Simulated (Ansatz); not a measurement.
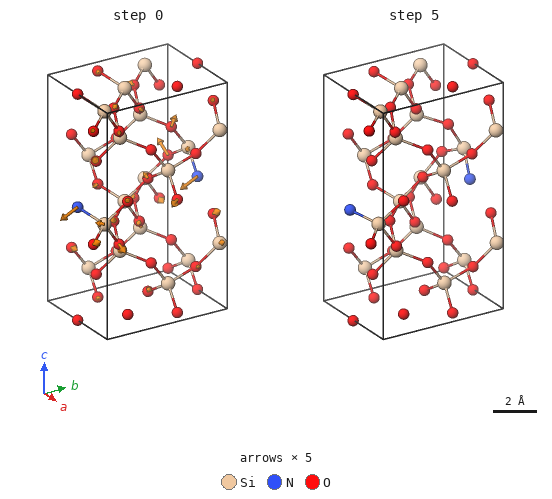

The structure of a defect cell of composition Si18NO35 (cell charge −1) before (left) and after (right) a relaxation, at one scale. The orange arrows give the displacements, 5 times their true length.

Style: ball-and-stick. Shown: the cell of the calculation, reduced to other axes (origin shifted), slightly off an axis. Lengths and directions refer to the drawn axes.

All numbers below come from Ansatz, DFT, PBE, plane-wave PAW, default files, scalar-relativistic, frozen cores. (plane-wave cutoff 420 eV; k-point mesh 3 × 3 × 2; occupations fermi dirac; smearing width 0.01 eV; no spin polarisation; potentials kind: paw, frozen_core: stored; atoms relaxed in a fixed cell; force threshold 0.02 eV/Å; at most 50 steps)

### What changed between the two?

The atom that moves furthest is the N atom (0.22 Å along [−3 −3 −2]). Largest moves by element: N 0.22 Å, O 0.21 Å, Si 0.10 Å. The cell stays as it was. Among the contacts that change: O–Si 1.607 → 1.666 Å, O–Si 1.613 → 1.637 Å, N–Si 1.607 → 1.623 Å, O–Si 1.607 → 1.619 Å. Among the angles between lasting bonds that change: Si–O–Si 143.6° → 131.4°, Si–N–Si 143.6° → 132.4°, Si–O–Si 143.6° → 132.7°. The energy falls by 1.054 eV per cell of the calculation in 5 geometry steps. The largest force component goes from 2.4 to 0.015 eV/Å.

Limits of the set-up: the cell is charged, on a uniform background, and energies carry no finite-size correction.
